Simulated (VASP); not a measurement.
Band structure of ZrC (rock salt). Calculation: vdW-DF-cx, VASP's PBE PAW potentials (set 64) (plane waves; VASP).

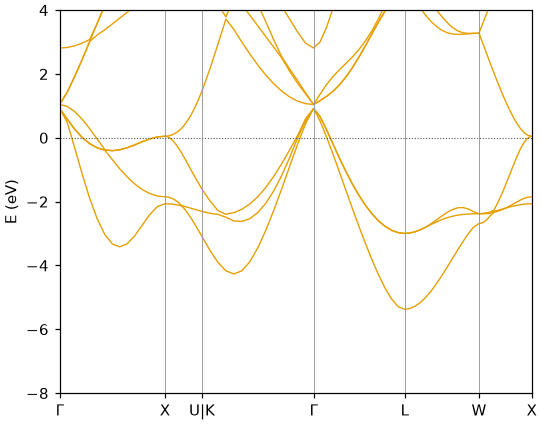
*Bands along high-symmetry lines, zero at the valence-band maximum or, without a gap, the Fermi level*

Q: Read the plot: is there a gap, and where are the band edges?

A: It has no gap at this level: it comes out as a metal or semimetal. (Edges off the drawn lines would not show.)

The compound is ZrC in the rock salt structure. It was relaxed first.
